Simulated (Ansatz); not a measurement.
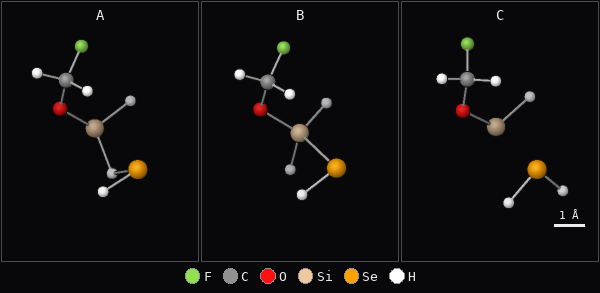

3 geometries from a converged minimum-energy path of CH₅FOSeSi, shuffled. A ball-and-stick model, seen from a free direction.

Computed with Ansatz 0.2.0, RKS PBE0-D4/def2-SVP. Run with 7 movable images; climbing image; force threshold 0.05 eV/Å; iteration limit 48; starting path through a guess of the saddle point.

### One of them is the converged climbing image. Which?

A. In order along the path, whose images run from 0 to 8: B (image 2, +7.9 kcal/mol), A (image 4, +59.1 kcal/mol), C (image 7, +51.7 kcal/mol). A hydrogen atom shifts from one atom to another. Breaking: H–Si (1.48 → 3.22 Å). Forming: H–Se (3.15 → 1.47 Å).

Cost: 8.2 min on 2 threads of Arm Neoverse V1 (shared host), peak memory 0.3 GiB.
